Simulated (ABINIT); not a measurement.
Convergence study of the plane-wave cutoff for Ca (Fm-3m, 1 atom in the cell)

```
CELL_PARAMETERS angstrom
      0.00000     2.79837     2.79837
      2.79837     0.00000     2.79837
      2.79837     2.79837     0.00000
ATOMIC_POSITIONS crystal
  Ca 0.00000 0.00000 0.00000
```

Level of theory: PBEsol, norm-conserving pseudopotentials (PseudoDojo nc-sr-04 PBEsol standard) (plane waves; ABINIT).

Base settings: pseudos = [Ca.upf]; ecut = 34 Ha; occopt = 7; tsmear = 0.00367493 Ha; ngkpt = 4 4 4; nshiftk = 1; shiftk = 0 0 0; potentials = PseudoDojo nc-sr-04 PBEsol standard; nband = 10; kptopt = 1.

The second cell is the first with its lattice scaled by 0.98.

The mesh stays at the base's, so the ladder's end is converged at best in this setting alone.

Only quantities that move along the ladder and can be compared are tabulated.

The count of work is k-points × plane waves × bands × iterations; it is no time. 

The starting cell has typed, rounded lattice constants, without a prior relaxation at this level. Its lattice was rescaled by up to half a per cent. Without a gap this mesh is coarse (it stands for a supercell whose shortest vector is 16 Å).

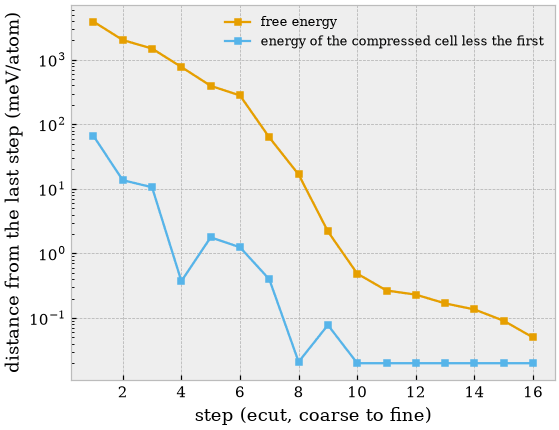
*Distance from the last step along the ladder; very small values are drawn at a floor.*

| ecut | free energy less the last step's (meV/atom) | energy of the compressed cell less the first (meV/atom) | pressure (GPa) | count of work / last |
|---|---|---|---|---|
| 12 Ha | 3897.16 | -76.65 | -37.43 | 0.051 |
| 14 Ha | 2020.79 | 3.40 | -22.85 | 0.064 |
| 15 Ha | 1490.17 | -20.87 | -18.23 | 0.071 |
| 17 Ha | 772.99 | -9.89 | -11.44 | 0.084 |
| 19 Ha | 394.39 | -8.49 | -7.31 | 0.100 |
| 20 Ha | 279.97 | -11.51 | -5.88 | 0.11 |
| 24 Ha | 62.73 | -10.66 | -2.62 | 0.14 |
| 27 Ha | 16.72 | -10.24 | -1.65 | 0.19 |
| 31 Ha | 2.20 | -10.34 | -1.23 | 0.24 |
| 34 Ha | 0.49 | -10.28 | -1.16 | 0.27 |
| 37 Ha | 0.27 | -10.27 | -1.14 | 0.30 |
| 41 Ha | 0.23 | -10.27 | -1.14 | 0.35 |
| 46 Ha | 0.17 | -10.27 | -1.14 | 0.42 |
| 51 Ha | 0.14 | -10.26 | -1.14 | 0.49 |
| 60 Ha | 0.09 | -10.26 | -1.14 | 0.63 |
| 68 Ha | 0.04 | -10.26 | -1.14 | 0.76 |
| 82 Ha | 0.00 | -10.26 | -1.14 | 1.0 |

Coarsest ecut that holds the pressure within 0.05 GPa of the last step, with all finer ones: 34 Ha, at 0.27 of the last step's count of work; the step before is off by 0.09 GPa.

Coarsest ecut that holds the energy of the compressed cell less the first within 1 meV/atom of the last step, with all finer ones: 24 Ha, at 0.14 of the last step's count of work; the step before is off by 1.2 meV/atom.

Coarsest ecut that holds the free energy within 5 meV/atom of the last step, with all finer ones: 31 Ha, at 0.24 of the last step's count of work; the step before is off by 17 meV/atom.

The energy difference between the two cells stays within 1 meV/atom of the last step's from 24 Ha on, the total only from 34 Ha on: much of the error is common to both cells and cancels.

At the lowest cutoff the pressure lies 36.3 GPa under the last step's, the usual sign of Pulay stress in an incomplete plane-wave basis.
